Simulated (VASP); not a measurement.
Band structure of Pt (space group Fm-3m). These are PBE GGA, VASP's PBE PAW potentials (set 64) (plane waves; VASP) values and carry that method's errors.

Unless said otherwise, spin-orbit coupling is left out, though it shifts the bands of the heavy elements here.

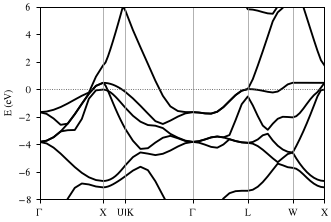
Figure. Bands along high-symmetry lines, zero at the valence-band maximum or, without a gap, the Fermi level

Read the plot: is there a gap, and where are the band edges?

It has no gap at this level: it comes out as a metal or semimetal.

The structure is a typed Pt crystal (Fm-3m). The cell was not relaxed at this level.
